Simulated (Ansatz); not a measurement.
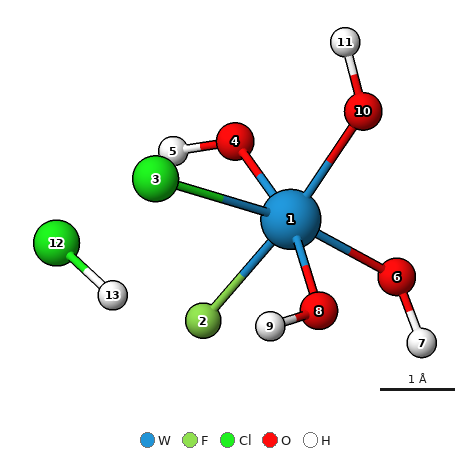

The structure as given in the input (ball-and-stick view, seen at a tilt; atoms are numbered from 1 in the order of the input). Sticks mark near contacts.

Nudged elastic band, with input and output: WH₅Cl₂O₄F (part 1 of 2)

System: WH₅Cl₂O₄F.
Method: RKS PBE/def2-SVP (Ansatz 0.2.0).

It belongs to a series of runs on one base structure; here: band between the two ends. Figures and captions count atoms from 1; the log counts them from 0 in places.

The input:
```yaml
crystal:
  periodic: [false, false, false]
  atoms:
    - { symbol: W, position_ang: [-0.156578, -0.078938, -0.224869] }
    - { symbol: F, position_ang: [0.194433, 0.310024, 1.68053] }
    - { symbol: Cl, position_ang: [2.189691, -0.549158, -0.367561] }
    - { symbol: O, position_ang: [0.224985, 1.751081, -0.429838] }
    - { symbol: H, position_ang: [0.710445, 2.36857, 0.180698] }
    - { symbol: O, position_ang: [-2.00731, -0.028155, 0.131712] }
    - { symbol: H, position_ang: [-2.481857, -0.643536, 0.72448] }
    - { symbol: O, position_ang: [-0.239544, -1.924919, 0.27846] }
    - { symbol: H, position_ang: [0.563939, -2.419289, 0.531379] }
    - { symbol: O, position_ang: [-0.357017, -0.258741, -2.085102] }
    - { symbol: H, position_ang: [0.100476, 0.233844, -2.791545] }
    - { symbol: Cl, position_ang: [1.431135, 2.943156, 2.145462] }
    - { symbol: H, position_ang: [0.917202, 1.714462, 2.202894] }
basis:
  gaussian: { orbitals: def2-SVP }
hamiltonian:
  xc: pbe
neb:
  order_check: false
  images: 7
  f_tol: 0.05
  max_iterations: 60
  final_atoms:
    - { symbol: W, position_ang: [0.20867481, 0.03752696, -0.30807875] }
    - { symbol: F, position_ang: [-1.62874916, 1.06870848, 2.84239476] }
    - { symbol: Cl, position_ang: [2.57962984, -0.14713973, -0.8022205] }
    - { symbol: O, position_ang: [0.50897062, 1.79505578, -0.95556576] }
    - { symbol: H, position_ang: [1.40188531, 2.13989998, -1.15561331] }
    - { symbol: O, position_ang: [-1.43698306, 0.31167262, 0.47161355] }
    - { symbol: H, position_ang: [-1.71589743, 0.61516364, 1.408947] }
    - { symbol: O, position_ang: [0.47648345, -1.73700821, 0.25582468] }
    - { symbol: H, position_ang: [1.34227909, -2.19260972, 0.25364423] }
    - { symbol: O, position_ang: [-0.44677171, -0.50934525, -1.99657807] }
    - { symbol: H, position_ang: [-0.60666299, 0.11960131, -2.72781864] }
    - { symbol: Cl, position_ang: [1.05202406, 0.84656423, 1.9268416] }
    - { symbol: H, position_ang: [-0.64488284, 1.07031089, 2.7633092] }
  initial_path:
    images:
      - { positions_ang: [[-0.156578, -0.078938, -0.224869], [0.194433, 0.310024, 1.68053], [2.189691, -0.549158, -0.367561], [0.224985, 1.751081, -0.429838], [0.710445, 2.36857, 0.180698], [-2.00731, -0.028155, 0.131712], [-2.481857, -0.643536, 0.72448], [-0.239544, -1.924919, 0.27846], [0.563939, -2.419289, 0.531379], [-0.357017, -0.258741, -2.085102], [0.100476, 0.233844, -2.791545], [1.431135, 2.943156, 2.145462], [0.917202, 1.714462, 2.202894]] }
      - { positions_ang: [[-0.11821841, -0.05958743, -0.1675283], [0.14477099, 0.24161286, 1.8114392], [2.23893846, -0.41956363, -0.27412919], [0.17389341, 1.79781847, -0.32961009], [0.38054417, 2.3440727, -0.05074447], [-1.99123098, -0.01556557, 0.09956807], [-2.43191191, -0.50357208, 0.78051896], [-0.18638249, -1.92896484, 0.21832349], [0.51048392, -2.38140751, 0.62757388], [-0.26831059, -0.20279825, -2.04763096], [0.20921649, 0.36162925, -2.66504599], [1.5200178, 2.66552688, 1.81461643], [0.90818916, 1.51920016, 2.15934896]] }
      - { positions_ang: [[-0.07985883, -0.04023687, -0.1101876], [0.09510898, 0.17320171, 1.9423484], [2.28818591, -0.28996926, -0.18069738], [0.12280183, 1.84455594, -0.22938218], [0.05064334, 2.3195754, -0.28218693], [-1.97515197, -0.00297614, 0.06742413], [-2.38196683, -0.36360817, 0.83655793], [-0.13322098, -1.93301067, 0.15818698], [0.45702883, -2.34352603, 0.72376876], [-0.17960418, -0.1468555, -2.01015992], [0.31795697, 0.48941451, -2.53854699], [1.6089006, 2.38789776, 1.48377087], [0.89917632, 1.32393831, 2.11580392]] }
      - { positions_ang: [[-0.04149924, -0.0208863, -0.0528469], [0.04544697, 0.10479057, 2.0732576], [2.33743337, -0.16037489, -0.08726557], [0.07171024, 1.89129341, -0.12915426], [-0.27925749, 2.29507811, -0.5136294], [-1.95907295, 0.00961329, 0.0352802], [-2.33202174, -0.22364425, 0.89259689], [-0.08005948, -1.93705651, 0.09805047], [0.40357375, -2.30564454, 0.81996364], [-0.09089777, -0.09091275, -1.97268888], [0.42669746, 0.61719976, -2.41204798], [1.6977834, 2.11026864, 1.1529253], [0.89016348, 1.12867647, 2.07225889]] }
      - { positions_ang: [[-0.00313965, -0.00153573, 0.0044938], [-0.00421504, 0.03637942, 2.2041668], [2.38668083, -0.03078052, 0.00616624], [0.02061866, 1.93803088, -0.02892635], [-0.60915833, 2.27058081, -0.74507186], [-1.94299394, 0.02220271, 0.00313626], [-2.28207665, -0.08368033, 0.94863586], [-0.02689797, -1.94110234, 0.03791396], [0.35011866, -2.26776305, 0.91615852], [-0.00219136, -0.03497, -1.93521784], [0.53543795, 0.74498501, -2.28554898], [1.78666621, 1.83263952, 0.82207974], [0.88115064, 0.93341463, 2.02871385]] }
      - { positions_ang: [[0.04981396, 0.00822994, -0.07364933], [-0.41034857, 0.29446169, 2.36372379], [2.43491808, -0.05987032, -0.19593045], [0.14270665, 1.9022871, -0.2605862], [-0.10639742, 2.2379106, -0.84770722], [-1.81649122, 0.09457019, 0.12025559], [-2.14053185, 0.09103066, 1.06371364], [0.09894739, -1.89007881, 0.09239164], [0.59815877, -2.24897472, 0.75052994], [-0.11333644, -0.15356381, -1.95055789], [0.24991271, 0.58863909, -2.39611639], [1.60300567, 1.5861207, 1.0982702], [0.49964227, 0.9676387, 2.21236269]] }
      - { positions_ang: [[0.10276758, 0.01799561, -0.15179247], [-0.8164821, 0.55254395, 2.52328078], [2.48315534, -0.08896012, -0.39802713], [0.26479464, 1.86654333, -0.49224605], [0.39636349, 2.2052404, -0.95034259], [-1.6899885, 0.16693767, 0.23737491], [-1.99898704, 0.26574165, 1.17879143], [0.22479274, -1.83905528, 0.14686932], [0.84619888, -2.23018639, 0.58490137], [-0.22448153, -0.27215763, -1.96589795], [-0.03561252, 0.43229316, -2.50668381], [1.41934513, 1.33960187, 1.37446067], [0.1181339, 1.00186276, 2.39601152]] }
      - { positions_ang: [[0.1557212, 0.02776129, -0.22993561], [-1.22261563, 0.81062621, 2.68283777], [2.53139259, -0.11804992, -0.60012381], [0.38688263, 1.83079955, -0.72390591], [0.8991244, 2.17257019, -1.05297795], [-1.56348578, 0.23930515, 0.35449423], [-1.85744223, 0.44045265, 1.29386922], [0.35063809, -1.78803174, 0.201347], [1.09423898, -2.21139805, 0.4192728], [-0.33562662, -0.39075144, -1.98123801], [-0.32113776, 0.27594724, -2.61725122], [1.2356846, 1.09308305, 1.65065114], [-0.26337447, 1.03608683, 2.57966036]] }
      - { positions_ang: [[0.20867481, 0.03752696, -0.30807875], [-1.62874916, 1.06870848, 2.84239476], [2.57962984, -0.14713973, -0.8022205], [0.50897062, 1.79505578, -0.95556576], [1.40188531, 2.13989998, -1.15561331], [-1.43698306, 0.31167262, 0.47161355], [-1.71589743, 0.61516364, 1.408947], [0.47648345, -1.73700821, 0.25582468], [1.34227909, -2.19260972, 0.25364423], [-0.44677171, -0.50934525, -1.99657807], [-0.60666299, 0.11960131, -2.72781864], [1.05202406, 0.84656423, 1.9268416], [-0.64488284, 1.07031089, 2.7633092]] }
```

Hardware: 4 threads of Arm Neoverse V1, 24 GiB of memory available, shared host.

Command:
```bash
ansatz run input.yaml --threads 4 --pin off --max-ram 5120MiB --backend cpu --events-out ev --progress --plain --runs-dir out
```

Log:
```
Engine: ansatz 0.2.0, aarch64-unknown-linux-gnu
Functional definition: PBE
  parameter kappa = 0.804
  parameter beta = 0.06672455060314922
  exchange = pbe_x(kappa = kappa, mu = beta*pi^2/3)
  correlation = pbe_c(beta = beta)
1707 factors; their error is unknown
mean field evaluation 1: about -37803.2341 eV, gradient 1.2e2 eV
mean field evaluation 2: about -37510.8096 eV, gradient 3.5e2 eV
mean field evaluation 4: about -37823.7647 eV, gradient 4.8e1 eV
mean field evaluation 8: about -37828.2742 eV, gradient 1.8e0 eV
mean field evaluation 16: about -37828.2090 eV, gradient 2.9e-2 eV
mean field -37828.20903962 eV, -1390.1610413249 hartree, gradient 5.4e-5 eV, S^2 0.000000; 0 other end points of the search recorded, 0 dependent functions left out
the calculation of the forces begins
reference -37828.20911117 eV, -1390.1610439543 hartree; 47, 47 occupied and 116, 116 virtual orbitals, 1707 factors
1707 factors; their error is unknown
mean field evaluation 32: about -37828.1808 eV, gradient 2.2e0 eV
mean field -37828.11800787 eV, -1390.1576959700 hartree, gradient 1.2e-5 eV, S^2 0.000000; 0 other end points of the search recorded, 0 dependent functions left out
[... from here on the field's lines of each further geometry are left out, up to the last ...]
NEB iter   1: max|band force component| = 1.947e2 eV/Å  barrier→ = 26.8830 eV  barrier← = 26.7919 eV  Δτ_max = 0.2000 Å  (829 SCF iters)
NEB iter   2: max|band force component| = 1.769e1 eV/Å  barrier→ = 5.4956 eV  barrier← = 5.4046 eV  Δτ_max = 0.2000 Å  (306 SCF iters)
NEB iter   3: max|band force component| = 1.269e1 eV/Å  barrier→ = 3.6916 eV  barrier← = 3.6006 eV  Δτ_max = 0.2000 Å  (309 SCF iters)
NEB iter   4: max|band force component| = 5.880e0 eV/Å  barrier→ = 2.6174 eV  barrier← = 2.5264 eV  Δτ_max = 0.2000 Å  (284 SCF iters)
NEB iter   5: max|band force component| = 2.924e0 eV/Å  barrier→ = 2.1108 eV  barrier← = 2.0197 eV  Δτ_max = 0.2000 Å  (285 SCF iters)
NEB iter   6: max|band force component| = 3.084e0 eV/Å  barrier→ = 1.8111 eV  barrier← = 1.7201 eV  Δτ_max = 0.1013 Å  (271 SCF iters)
NEB iter   7: max|band force component| = 8.086e-1 eV/Å  barrier→ = 1.6550 eV  barrier← = 1.5640 eV  Δτ_max = 0.1981 Å  (265 SCF iters)
NEB iter   8: max|band force component| = 9.674e-1 eV/Å  barrier→ = 1.7443 eV  barrier← = 1.6533 eV  Δτ_max = 0.1012 Å  (260 SCF iters)
NEB iter   9: max|band force component| = 9.632e-1 eV/Å  barrier→ = 1.7629 eV  barrier← = 1.6719 eV  Δτ_max = 0.1007 Å  (250 SCF iters)
NEB iter  10: max|band force component| = 3.500e-1 eV/Å  barrier→ = 1.7490 eV  barrier← = 1.6579 eV  CI = image 3  Δτ_max = 0.2000 Å  (244 SCF iters)
NEB iter  11: max|band force component| = 5.969e-1 eV/Å  barrier→ = 1.7328 eV  barrier← = 1.6418 eV  CI = image 3  Δτ_max = 0.1009 Å  (261 SCF iters)
NEB iter  12: max|band force component| = 6.044e-1 eV/Å  barrier→ = 1.6899 eV  barrier← = 1.5988 eV  CI = image 3  Δτ_max = 0.1001 Å  (245 SCF iters)
NEB iter  13: max|band force component| = 3.598e-1 eV/Å  barrier→ = 1.6459 eV  barrier← = 1.5549 eV  CI = image 3  Δτ_max = 0.1012 Å  (255 SCF iters)
NEB iter  14: max|band force component| = 3.607e-1 eV/Å  barrier→ = 1.5846 eV  barrier← = 1.4936 eV  CI = image 3  Δτ_max = 0.1013 Å  (249 SCF iters)
NEB iter  15: max|band force component| = 4.052e-1 eV/Å  barrier→ = 1.5166 eV  barrier← = 1.4256 eV  CI = image 3  Δτ_max = 0.1007 Å  (254 SCF iters)
NEB iter  16: max|band force component| = 4.924e-1 eV/Å  barrier→ = 1.4375 eV  barrier← = 1.3464 eV  CI = image 3  Δτ_max = 0.1008 Å  (247 SCF iters)
NEB iter  17: max|band force component| = 5.291e-1 eV/Å  barrier→ = 1.3573 eV  barrier← = 1.2663 eV  CI = image 3  Δτ_max = 0.1987 Å  (238 SCF iters)
NEB iter  18: max|band force component| = 6.548e-1 eV/Å  barrier→ = 1.1970 eV  barrier← = 1.1060 eV  CI = image 3  Δτ_max = 0.2000 Å  (266 SCF iters)
NEB iter  19: max|band force component| = 6.583e-1 eV/Å  barrier→ = 1.0837 eV  barrier← = 0.9927 eV  CI = image 3  Δτ_max = 0.2000 Å  (256 SCF iters)
NEB iter  20: max|band force component| = 5.746e-1 eV/Å  barrier→ = 1.0354 eV  barrier← = 0.9443 eV  CI = image 3  Δτ_max = 0.1978 Å  (249 SCF iters)
NEB iter  21: max|band force component| = 3.857e-1 eV/Å  barrier→ = 1.0273 eV  barrier← = 0.9362 eV  CI = image 3  Δτ_max = 0.1998 Å  (251 SCF iters)
NEB iter  22: max|band force component| = 2.025e-1 eV/Å  barrier→ = 1.0305 eV  barrier← = 0.9394 eV  CI = image 3  Δτ_max = 0.1742 Å  (256 SCF iters)
NEB iter  23: max|band force component| = 1.958e-1 eV/Å  barrier→ = 1.0267 eV  barrier← = 0.9357 eV  CI = image 3  Δτ_max = 0.1454 Å  (244 SCF iters)
NEB iter  24: max|band force component| = 1.660e-1 eV/Å  barrier→ = 1.0223 eV  barrier← = 0.9312 eV  CI = image 3  Δτ_max = 0.1113 Å  (251 SCF iters)
NEB iter  25: max|band force component| = 1.238e-1 eV/Å  barrier→ = 1.0210 eV  barrier← = 0.9299 eV  CI = image 3  Δτ_max = 0.1555 Å  (237 SCF iters)
NEB iter  26: max|band force component| = 1.428e-1 eV/Å  barrier→ = 1.0195 eV  barrier← = 0.9284 eV  CI = image 3  Δτ_max = 0.0776 Å  (247 SCF iters)
NEB iter  27: max|band force component| = 1.323e-1 eV/Å  barrier→ = 1.0180 eV  barrier← = 0.9270 eV  CI = image 3  Δτ_max = 0.0774 Å  (238 SCF iters)
NEB iter  28: max|band force component| = 5.973e-2 eV/Å  barrier→ = 1.0171 eV  barrier← = 0.9261 eV  CI = image 3  Δτ_max = 0.1547 Å  (236 SCF iters)
NEB iter  29: max|band force component| = 1.035e-1 eV/Å  barrier→ = 1.0169 eV  barrier← = 0.9259 eV  CI = image 3  Δτ_max = 0.0788 Å  (241 SCF iters)
NEB iter  30: max|band force component| = 1.931e-1 eV/Å  barrier→ = 1.0191 eV  barrier← = 0.9281 eV  CI = image 3  Δτ_max = 0.0388 Å  (247 SCF iters)
NEB iter  31: max|band force component| = 1.144e-1 eV/Å  barrier→ = 1.0146 eV  barrier← = 0.9236 eV  CI = image 3  Δτ_max = 0.0779 Å  (236 SCF iters)
NEB iter  32: max|band force component| = 1.440e-1 eV/Å  barrier→ = 1.0141 eV  barrier← = 0.9231 eV  CI = image 3  Δτ_max = 0.0388 Å  (247 SCF iters)
NEB iter  33: max|band force component| = 1.170e-1 eV/Å  barrier→ = 1.0147 eV  barrier← = 0.9237 eV  CI = image 3  Δτ_max = 0.0386 Å  (234 SCF iters)
NEB iter  34: max|band force component| = 1.238e-1 eV/Å  barrier→ = 1.0180 eV  barrier← = 0.9269 eV  CI = image 3  Δτ_max = 0.0386 Å  (238 SCF iters)
NEB iter  35: max|band force component| = 1.184e-1 eV/Å  barrier→ = 1.0179 eV  barrier← = 0.9269 eV  CI = image 3  Δτ_max = 0.0384 Å  (231 SCF iters)
NEB iter  36: max|band force component| = 1.153e-1 eV/Å  barrier→ = 1.0173 eV  barrier← = 0.9262 eV  CI = image 3  Δτ_max = 0.0758 Å  (237 SCF iters)
NEB iter  37: max|band force component| = 1.203e-1 eV/Å  barrier→ = 1.0169 eV  barrier← = 0.9258 eV  CI = image 3  Δτ_max = 0.1511 Å  (241 SCF iters)
NEB iter  38: max|band force component| = 1.305e-1 eV/Å  barrier→ = 1.0169 eV  barrier← = 0.9258 eV  CI = image 3  Δτ_max = 0.1548 Å  (244 SCF iters)
NEB iter  39: max|band force component| = 2.500e-1 eV/Å  barrier→ = 1.0169 eV  barrier← = 0.9258 eV  CI = image 3  Δτ_max = 0.0642 Å  (240 SCF iters)
NEB iter  40: max|band force component| = 1.228e-1 eV/Å  barrier→ = 1.0168 eV  barrier← = 0.9258 eV  CI = image 3  Δτ_max = 0.0772 Å  (226 SCF iters)
NEB iter  41: max|band force component| = 1.029e-1 eV/Å  barrier→ = 1.0168 eV  barrier← = 0.9258 eV  CI = image 3  Δτ_max = 0.0770 Å  (220 SCF iters)
NEB iter  42: max|band force component| = 1.504e-1 eV/Å  barrier→ = 1.0191 eV  barrier← = 0.9281 eV  CI = image 3  Δτ_max = 0.0385 Å  (246 SCF iters)
NEB iter  43: max|band force component| = 6.862e-2 eV/Å  barrier→ = 1.0146 eV  barrier← = 0.9236 eV  CI = image 3  Δτ_max = 0.0774 Å  (240 SCF iters)
NEB iter  44: max|band force component| = 7.937e-2 eV/Å  barrier→ = 1.0136 eV  barrier← = 0.9226 eV  CI = image 3  Δτ_max = 0.0388 Å  (238 SCF iters)
NEB iter  45: max|band force component| = 6.621e-2 eV/Å  barrier→ = 1.0141 eV  barrier← = 0.9231 eV  CI = image 3  Δτ_max = 0.0388 Å  (237 SCF iters)
```
